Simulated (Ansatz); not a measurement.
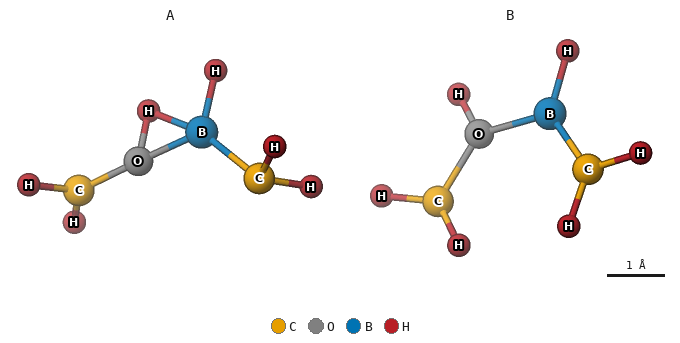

Two geometries of C$_{2}$H$_{6}$BO (charge +1), drawn at one scale. One is the start of a relaxation, the other its converged end. A ball-and-stick model, seen at a tilt.

These are results of UKS PBE0-D4/def2-SVP in Ansatz, not measurements. (collinear spin; force threshold 0.02 eV/Å; at most 50 steps)

Which geometry has the lower energy?

Answer. Structure B is the relaxed one. The run prepares an end point of a later path (hydrogen shift) calculation, from a guessed geometry. An H atom moves most after the best rigid fit: 1.93 Å. Largest moves by element: H 1.93 Å, O 0.59 Å, C 0.40 Å, B 0.36 Å. Among the contacts that change: B–H 1.266 → 2.082 Å, B–O 1.292 → 1.478 Å, C–O 1.225 → 1.406 Å, B–C 1.578 → 1.501 Å. Bond angles that change, for instance: B–O–H 65.9° → 114.5°, C–O–B 178.4° → 131.8°, B–C–H 109.4° → 127.0°. The energy falls by 100.2 kcal/mol in 33 accepted moves (35 points after the start). The largest force component goes from 10 to 0.019 eV/Å. The line search rejected the trial steps at points 21, 29 of the run. The forces were under the threshold at step 19, but the run went on from there.
